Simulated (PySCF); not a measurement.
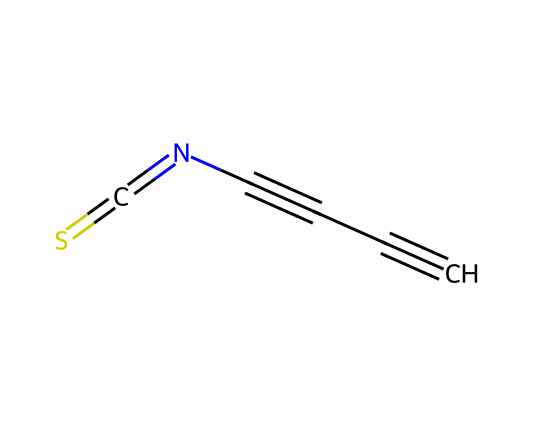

2D structure.

> Give its SMILES.

C#CC#CN=C=S

> Give the formula, hydrogens included.

C5HNS.

> An optimisation with PBE0-D3(BJ)/def2-SVP gave a structure of which point group?

C∞v.

More results for the same structure follow; atom numbers are the same in all pictures, views and colours differ. The geometry was computed by an optimisation with PBE0-D3(BJ)/def2-SVP. No frequency run is at hand to confirm it as a minimum.

Shape

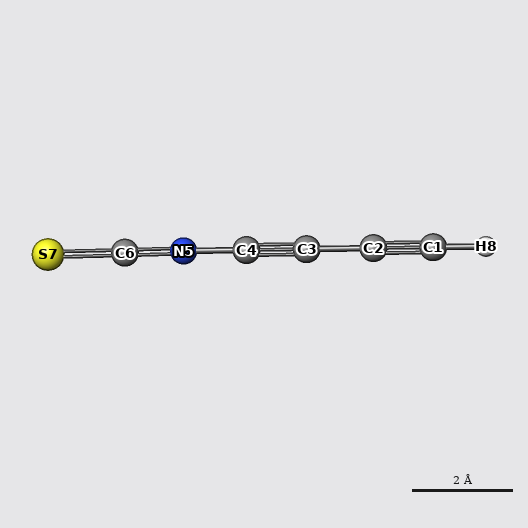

Atoms carry their numbers in the input. No frequency run is at hand to confirm it as a minimum.

> What is the geometry at C3?

C3 has 2 neighbours (C2 at 1.36, C4 at 1.23 Å); the arrangement is linear.

> How are the neighbours of atom 1 arranged?

C1 has 2 neighbours (C2 at 1.22, H8 at 1.07 Å); the arrangement is linear.

> How are the neighbours of atom 5 arranged?

N5 has 2 neighbours (C4 at 1.28, C6 at 1.20 Å); the arrangement is linear.

> What is the geometry at C6?

C6 has 2 neighbours (N5 at 1.20, S7 at 1.57 Å); the arrangement is linear.

NMR shielding

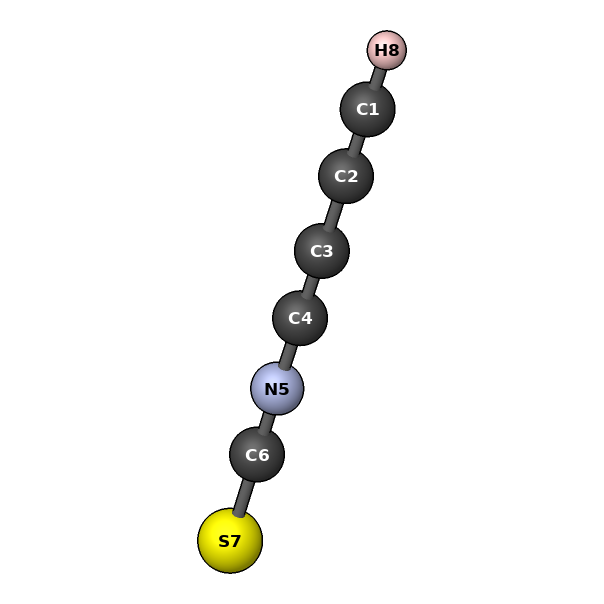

No frequency run is at hand to confirm it as a minimum. Level of theory: GIAO PBE0/pcSseg-1 NMR shielding, non-relativistic, IEF-PCM cyclohexane (PySCF 2.14.0). Principal shieldings σ11 ≤ σ22 ≤ σ33, span Ω = σ33 − σ11, skew κ = 3(σiso − σ22)/Ω.

Give the shielding tensors of the S atoms.

```tsv
atom	σ11	σ22	σ33	σiso	Ω	κ
S7	566.4	566.5	1062.5	731.8	496.1	1.00
```

Shieldings and span in ppm.

Electronic properties

No frequency run is at hand to confirm it as a minimum. Method: CAM-B3LYP/def2-SVPD in acetonitrile (IEF-PCM) (PySCF 2.14.0). Excitations: vertical, linear response.

Predict the main results.

- dipole moment: 1.50 D
- HOMO energy (Kohn–Sham orbital): −8.17 eV
- LUMO energy (Kohn–Sham orbital): −1.02 eV
- HOMO–LUMO gap: 7.15 eV
- mean static polarisability: 176.1 bohr³
- lowest vertical singlet excitation: 3.54 eV
- its oscillator strength: 0.000

Quadrupole coupling

No frequency run is at hand to confirm it as a minimum. Electric field gradients from the ground-state density, PBE0/pcSseg-1 in acetonitrile (IEF-PCM) (PySCF 2.14.0), non-relativistic apart from any core potentials.

Give the largest field-gradient component, the quadrupole coupling constant and the asymmetry for 14N at N5 (Q = 20.44 mb), 33S at S7 (Q = −67.81 mb), 2H at H8 (Q = 2.86 mb).

| atom | V_zz (a.u.) | e²qQ/h (MHz) | η |
| --- | --- | --- | --- |
| N5 | 0.548 | 2.63 | 0.00 |
| S7 | 1.807 | −28.8 | 0.00 |
| H8 | 0.334 | 0.224 | 0.00 |

Charges

The questions are on ESP-fitted charges. No frequency run is at hand to confirm it as a minimum. Properties computed with PBE0/pcSseg-1 in acetonitrile (IEF-PCM) (PySCF 2.14.0).

Give the ESP-fitted charges atom by atom.

```tsv
atom	value (e)
C1	−0.29
C2	−0.15
C3	0.32
C4	−0.62
N5	0.79
C6	−0.40
S7	0.04
H8	0.32
```
